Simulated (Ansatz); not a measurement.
The calculation's input:

```
crystal:
  periodic: [false, false, false]
  atoms:
    - symbol: F
      position_ang: [-2.386921, -0.226000, -2.035143]
    - symbol: F
      position_ang: [0.267666, 2.880913, 0.829667]
    - symbol: O
      position_ang: [-1.459126, 1.833048, -0.875598]
    - symbol: Si
      position_ang: [-2.478932, 1.417199, -2.118961]
    - symbol: Si
      position_ang: [-0.396709, 1.471585, 0.353753]
    - symbol: H
      position_ang: [-1.171273, 0.935129, 1.516746]
basis:
  gaussian:
    orbitals: def2-TZVPD
magnetization:
  spin_polarized: true
  initial_magnetization: 1
hamiltonian:
  xc: {name: PBE0}
output: {forces: true, orbitals: {seedname: orbitals}}
```

Launched as:

```sh
ansatz run input.yaml --threads 1 --pin off --max-ram 2610MiB --events-out events.jsonl --progress --plain --runs-dir runs
```

Geometry: PBE0-D3(BJ)/pcseg-1.

All numbers below come from Ansatz 0.2.0, isolated molecule in a Gaussian basis; Kohn-Sham density functional theory, functional PBE0.

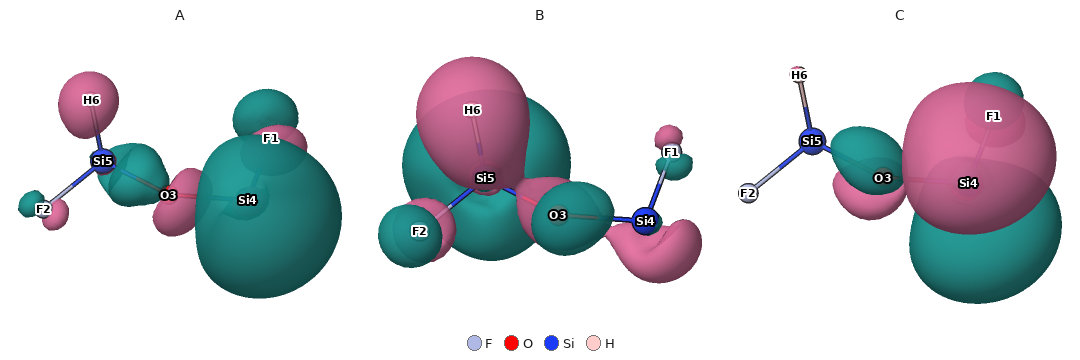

F$_{2}$HOSi$_{2}$ (doublet). Three frontier orbitals at ±0.08 Å⁻³ᐟ² (teal and pink are the two phases), in no order.

Order the three orbitals by energy and name them. All are α orbitals.

A is the HOMO−1 (α) (−8.25 eV). By Hirshfeld shares it lies mainly on Si4 (about 75 %), F1 (about 10 %) and O3 (about 5 %). B is the HOMO (α) (−6.77 eV). By Hirshfeld shares it lies mainly on Si5 (about 70 %), H6 (about 10 %), O3 (about 10 %) and F2 (about 5 %). C is the LUMO (α) (−2.14 eV). Its weight (Hirshfeld) is mainly on Si4 (about 85 %), O3 (about 10 %) and F1 (about 5 %).

What is the gap between the highest occupied and lowest empty α orbitals?

4.63 eV between the orbital energies.
